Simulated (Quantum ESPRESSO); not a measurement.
Consider As (R-3m).

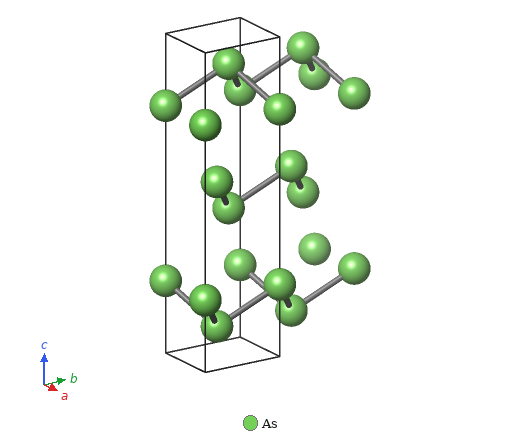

The structure (arsenic green). Bonds to atoms that aren't drawn are left out. 1×2×1 conventional cells are drawn. Some periodic images of atoms are drawn too.

```xyz
2
Lattice="1.8808 1.0859 3.5141 -1.8808 1.0859 3.5141 0.0000 -2.1718 3.5141" Properties=species:S:1:pos:R:3 pbc="T T T"
As    0.0000    0.0000    2.3825
As    0.0000    0.0000    8.1597
```

Absorber: atom 1, with 3 As at 2.51 Å (pyramidal, site symmetry 3m). Method: Quantum ESPRESSO XSpectra, PBEsol, excited-electron core hole (neutral cell), 8-atom cell with 5.6 Å between holes, 4×4×4 k points, dipole transitions, Lorentzian half width 1.07 eV up to 4 eV, rising linearly to 1.75 eV at 25 eV (not a setting of the program: the run's 0.4 eV curve was folded afterwards with a further Lorentzian).

The database entry behind the starting cell differs from later determinations by our own check (old inner coordinate), so it need not match the best structure at ambient conditions.

**Question.** Predict the near-edge structure at the As K edge.

Main maxima up to 30 eV above the zero (height): 1.5 eV (1.85), 11.4 eV (0.97) and 16.4 eV (0.87). A K edge sees empty p states on the absorber. 

The As K spectrum (energy from the energy zero of the input (xe0, at the border of filled and empty states); intensity scaled to a mean of 1 over the first 20 eV; folded afterwards to Lorentzian half width 1.07 eV up to 4 eV, rising linearly to 1.75 eV at 25 eV; the points at xe0, where the cut of filled states can leave a spike, are interpolated; polarised curves are means over the symmetry-equivalent atoms):

```csv
E (eV),isotropic,ε ⊥ c,ε ∥ c
-2.0,0.30,0.30,0.29
-0.5,0.80,0.80,0.79
1.0,1.76,1.77,1.75
2.5,1.71,1.83,1.46
4.0,1.24,1.24,1.24
5.5,0.95,0.91,1.03
7.0,0.70,0.74,0.61
8.5,0.66,0.71,0.57
10.0,0.85,0.90,0.76
11.5,0.97,0.98,0.95
13.0,0.86,0.87,0.84
14.5,0.81,0.78,0.86
16.0,0.87,0.82,0.95
17.5,0.85,0.83,0.89
19.0,0.82,0.80,0.85
20.5,0.82,0.83,0.82
22.0,0.83,0.82,0.85
23.5,0.85,0.85,0.85
25.0,0.82,0.81,0.85
26.5,0.79,0.77,0.82
28.0,0.79,0.78,0.81
29.5,0.85,0.84,0.87
31.0,0.88,0.88,0.90
```

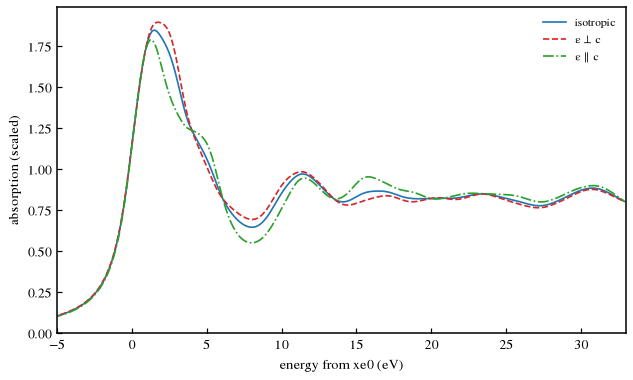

The As K edge.

The unit cell's mesh shows no gap over 0.35 eV. That is right for a metallic compound; for a small-gap or correlated insulator it would be the fault of the functional or of the assumed magnetic order, and the hole would be screened too well. The holes are only 5.6 Å apart, so the shape is probably not converged with cell size; no larger cell was run here. The structure is a published determination, not relaxed.

[Banner, clock and machine lines of the logs are left out without a mark of their own.]

[Logs are printed without paths, hosts, clocks, repeated set-up lines and the standing remarks that a program may print on its own settings, such as how far it seeks lower states.]

[Hosts, paths, dates, database ids (printed as entryN), source tags and the programs' standing remarks are cut or masked in the printed files.]

[Lists of maxima count a maximum above −3 eV only where it reaches 4 % of the highest in the window and stands out from its surroundings by 2 % of it (1.5 % where it reaches 55 %); shoulders and weaker maxima are passed over, and of the rest the first, up to two pre-edge ones and the few strongest are named.]
